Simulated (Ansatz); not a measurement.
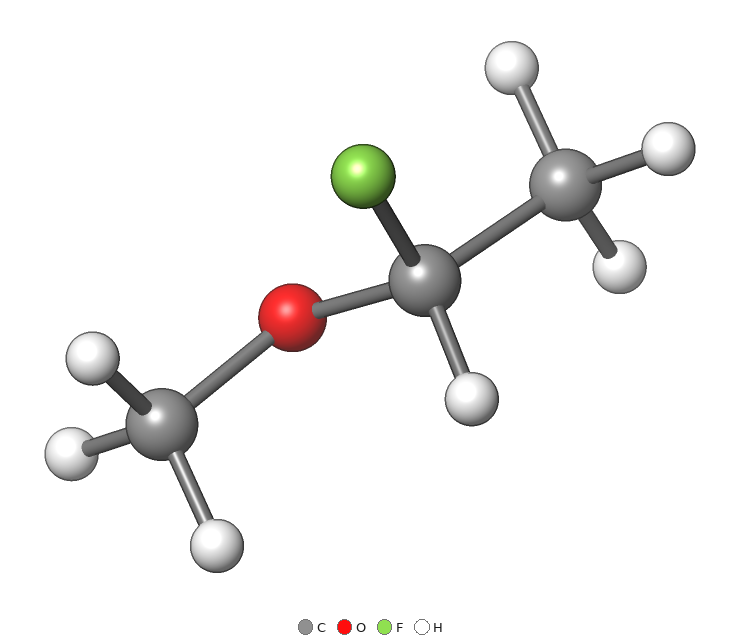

A ball-and-stick model of a molecule. Every bond is drawn as one stick, whatever its order.

Description:

Formula C₃H₇FO. SMILES: `CO[C@@H](C)F`. It has no ring. Among its groups: ether, C–F bond. The point group is C1. Coordination: 3 C tetrahedral; 1 O bent.

The parts below concern this one geometry. Atoms keep their numbers from picture to picture. The computed structure is the end point of a PBE0-D4/def2-TZVP optimisation.

### Geometry

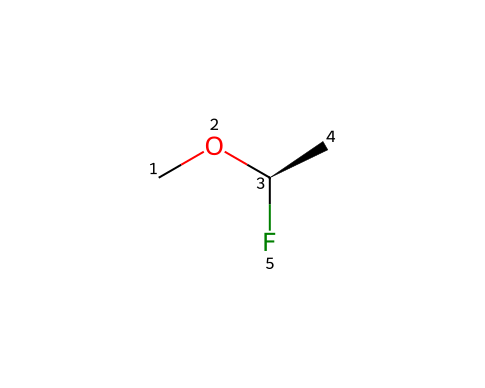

A structural formula, with wedges where it has stereocentres; small numbers name the atoms. The configuration is that of a computed structure (PBE0-D4/def2-TZVP).

> Assign CIP descriptors.

C3: R.

### Dipole moment

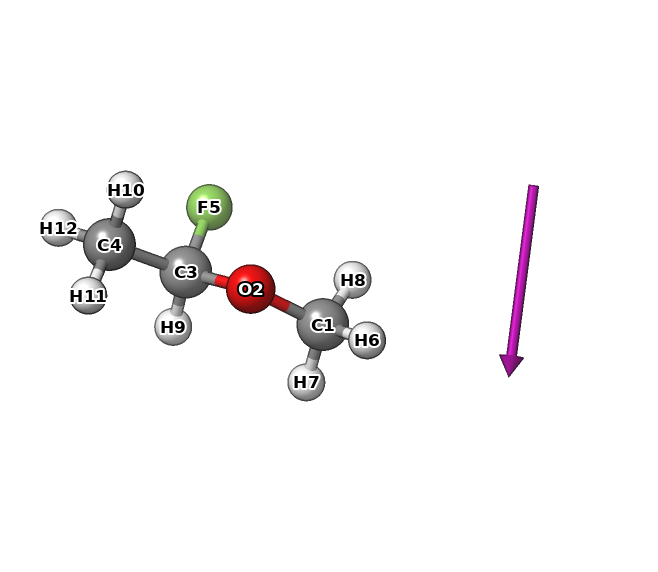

The arrow beside the molecule shows the direction of the dipole moment, from the negative to the positive end (its length means nothing). Properties computed with RKS B3LYP-D4/def2-TZVPP (Ansatz 0.2.0).

> Estimate the dipole moment.

1.54 D; it points from the side of F5, H10 to the side of H7 (the outermost atoms at the two ends).

### Electronic properties

Properties computed with RKS BLYP-D4/def2-TZVPP (Ansatz 0.2.0).

> What is the LUMO energy (Kohn–Sham orbital)?

0.66 eV.

> Estimate the HOMO energy (Kohn–Sham orbital).

−6.59 eV.

> What is the dispersion correction?

−39.2 kJ/mol.

### Charges

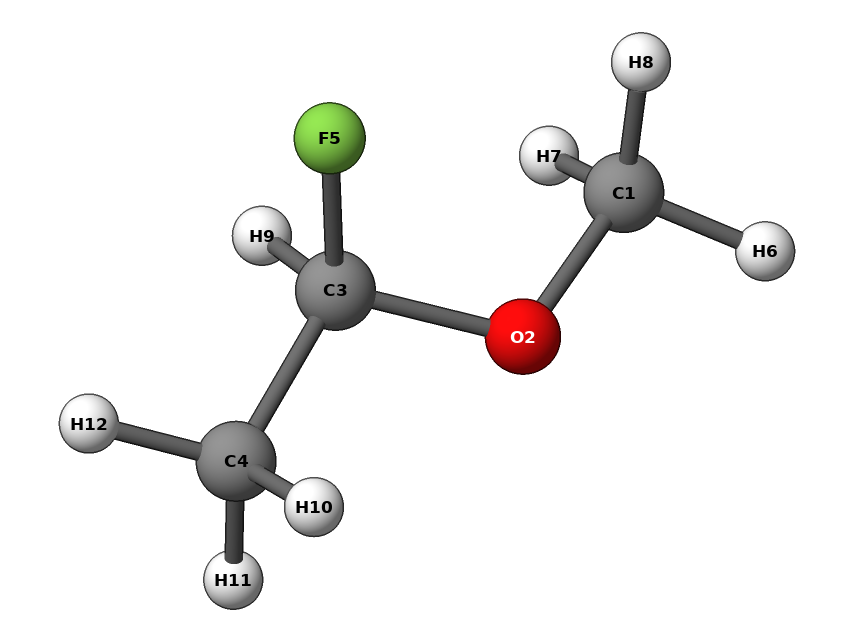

The questions are on Mulliken charges. Level of theory: RKS B3LYP-D4/def2-TZVPP (Ansatz 0.2.0).

List the Mulliken charges.

```json
{"atom": "C1", "value (e)": "−0.14"}
{"atom": "O2", "value (e)": "−0.29"}
{"atom": "C3", "value (e)": "0.29"}
{"atom": "C4", "value (e)": "−0.22"}
{"atom": "F5", "value (e)": "−0.25"}
{"atom": "H6", "value (e)": "0.12"}
{"atom": "H7", "value (e)": "0.08"}
{"atom": "H8", "value (e)": "0.12"}
{"atom": "H9", "value (e)": "0.04"}
{"atom": "H10", "value (e)": "0.09"}
{"atom": "H11", "value (e)": "0.08"}
{"atom": "H12", "value (e)": "0.09"}
```

Mulliken values depend strongly on the basis set and can even reverse the polarity of a bond.
